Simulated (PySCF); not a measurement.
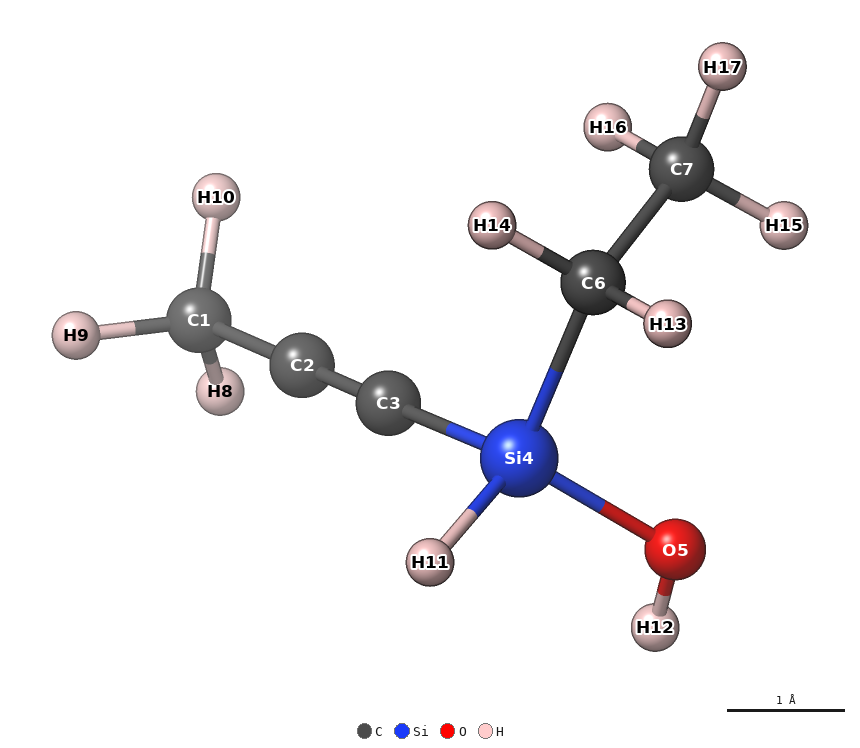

Orthographic view. Depth is shown by fading: the farther an atom, the more it takes the colour of the background. The geometry was computed by an optimisation with PBE0-D3(BJ)/def2-SVP. No frequency run is at hand to confirm it as a minimum.

Write the connection table.

C1: C2, H8, H9, H10
C2: C1, C3
C3: C2, Si4
Si4: C3, O5, C6, H11
O5: Si4, H12
C6: Si4, C7, H13, H14
C7: C6, H15, H16, H17
(terminal hydrogens appear only as neighbours)
